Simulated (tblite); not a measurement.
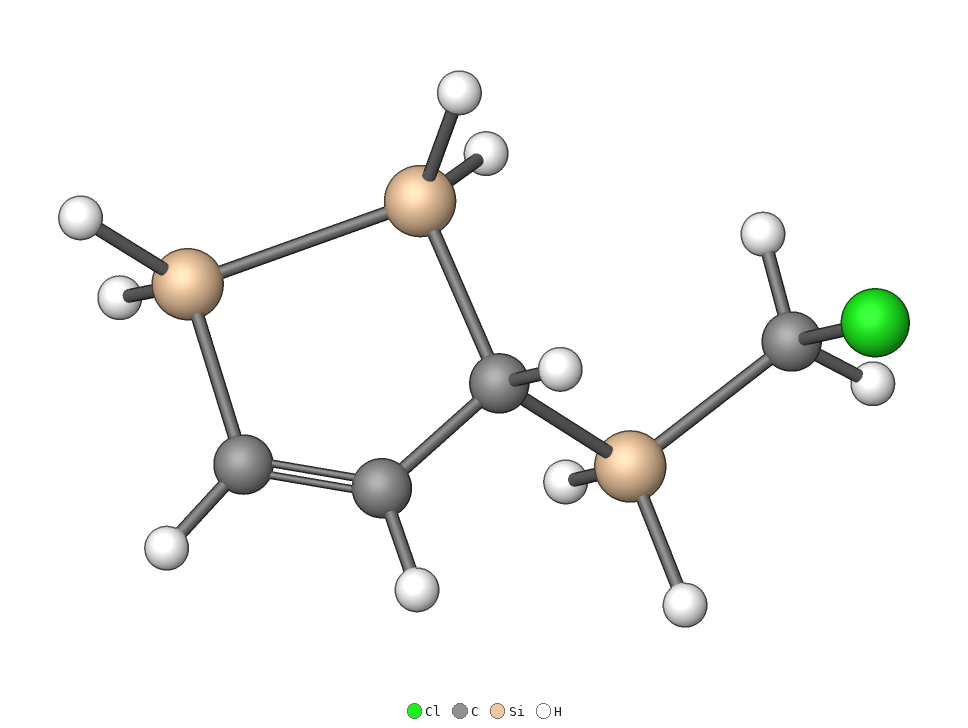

Source: calculation with tblite.

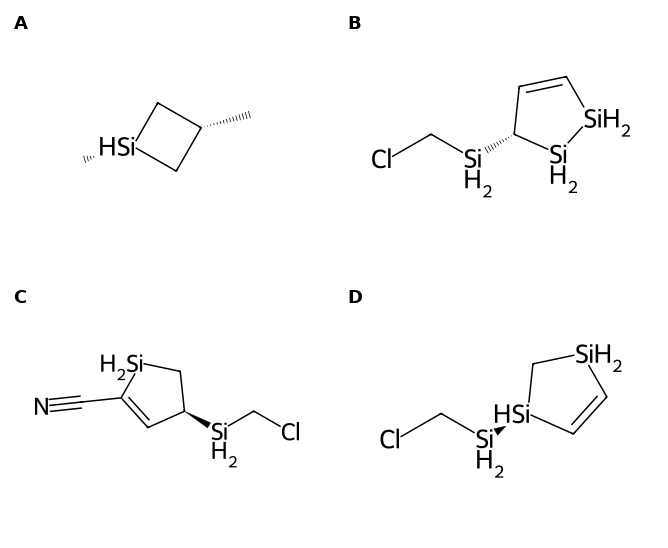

Question: The first picture shows one of the molecules drawn in the second. Which?

Answer: B, `ClC[SiH2][C@@H]1C=C[SiH2][SiH2]1`.
